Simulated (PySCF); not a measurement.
```xyz
2

H     0.0000    0.0000   -0.9692
N     0.0000    0.0000    0.0698
```

These are results of PBE0/def2-TZVPP, non-relativistic Hamiltonian with scalar-relativistic core potentials where named, at a bond length of 1.039 Å in PySCF 2.14.0, not measurements.

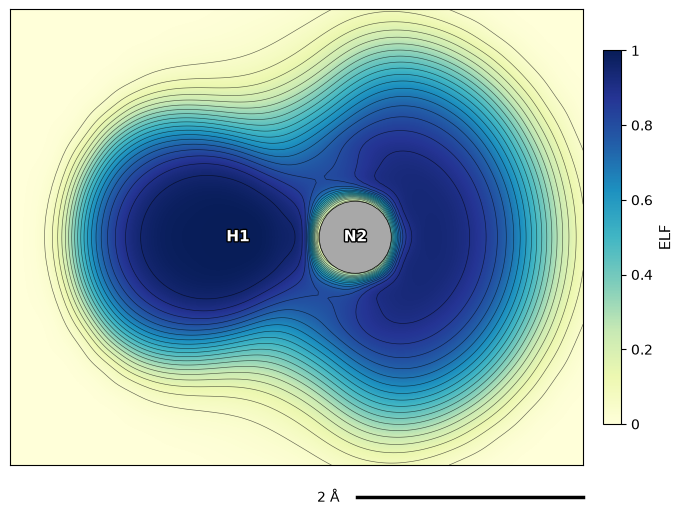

NH (triplet). ELF on a plane that holds the molecular axis. Grey discs cover the atomic cores.

> Read the bonding off the picture.

Atoms in the plane: H and N. N–H (1.04 Å): the ELF climbs to about 1 towards the hydrogen, as it does in any bond to H; an ordinary covalent bond to hydrogen. The ELF also peaks beside N2, away from the bonds: non-bonding electrons, paired or unpaired.
